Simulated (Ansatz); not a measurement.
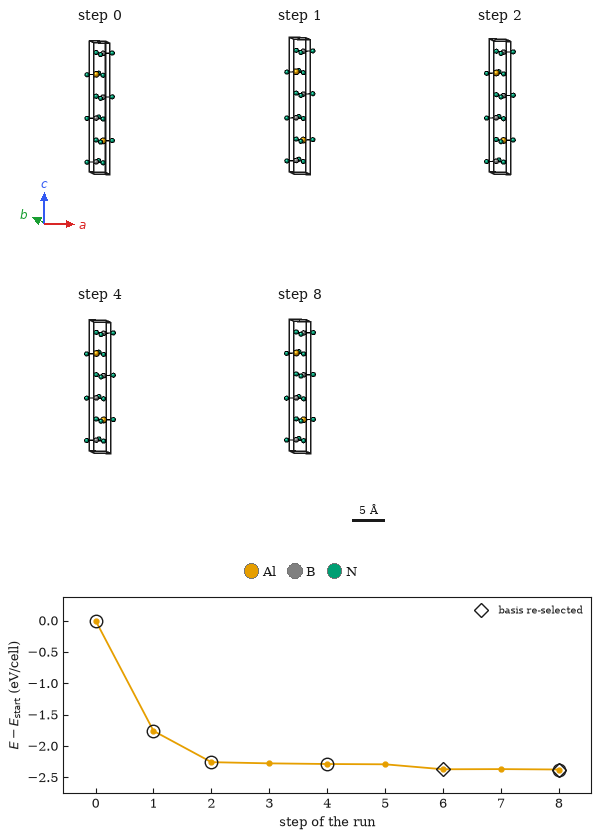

Frames of a relaxation of a crystal of AlB₂N₃ (a generated structure, set up in P6_3/mmc) (coarse preliminary run), marked on the history of the run. Style: ball-and-stick. Shown: the cell of the calculation, slightly off an axis.

These are results of DFT PBE, scalar-relativistic, plane waves, PAW (Ansatz 0.2.0), not measurements. Settings: plane-wave cutoff 420 eV; k-point mesh 6 × 6 × 1; occupations gaussian; smearing width 0.1 eV; no spin polarisation; cell and atoms relaxed; force threshold 0.04 eV/Å; at most 70 steps.

What happens along the run?

Answer. After 6 accepted moves (8 points after the start) the energy has fallen by 2.375 eV per cell of the calculation. The largest force component goes from 0.052 to 0.0086 eV/Å. Pressure: 38.05 GPa at the start and 0.21 GPa at the end. The SCF was repeated twice at an unchanged geometry on a basis and grid sized afresh for the cell, which shifted the energy by 79.2 meV per cell of the calculation at most. The largest moves relative to the cell, 0.16 Å, are those of B atoms. Largest moves by element: B 0.16 Å, N 0.16 Å. Al stays in place. The drawn cell changes as follows: a = b 2.618 → 2.770 Å (+5.8 %), c 20.861 → 20.934 Å (+0.4 %); the volume changes by +12.4 %. Among the contacts that change: B–N 1.511 → 1.599 Å, Al–N 1.511 → 1.599 Å. The space group stays P6_3/mmc (No. 194). The run took 19 s on 1 thread of Arm Neoverse V2, on a shared host, peak memory 0.38 GiB. From step 0 to 1: B atoms move most (0.17 Å), volume +8.6 %, energy −1.760 eV per cell of the calculation. From step 1 to 2: B atoms move most (0.11 Å), volume +3.3 %, energy −0.498 eV per cell of the calculation. From step 2 to 4: B atoms move most (0.05 Å), volume −0.5 %, energy −29.5 meV per cell of the calculation. From step 4 to 8: B atoms move most (0.05 Å), volume +0.7 %, energy −87.6 meV per cell of the calculation.

| step | E − E(0), meV/atom | largest force component, eV/Å | pressure, GPa | volume, Å³/atom | note |
| --- | --- | --- | --- | --- | --- |
| 0 | 0.00 | 0.0517 | 38.05 | 10.318 |  |
| 1 | -146.65 | 0.0447 | 15.86 | 11.204 |  |
| 2 | -188.19 | 0.1996 | 2.35 | 11.573 |  |
| 3 | -189.78 | 0.1057 | 1.48 | 11.507 |  |
| 4 | -190.65 | 0.0336 | -0.17 | 11.509 |  |
| 5 | -191.04 | 0.0189 | -0.02 | 11.432 |  |
| 6 | -197.64 | 0.0190 | 0.79 | 11.432 | same geometry, new basis |
| 7 | -197.42 | 0.0087 | 0.19 | 11.594 |  |
| 8 | -197.95 | 0.0086 | 0.21 | 11.594 | same geometry, new basis |
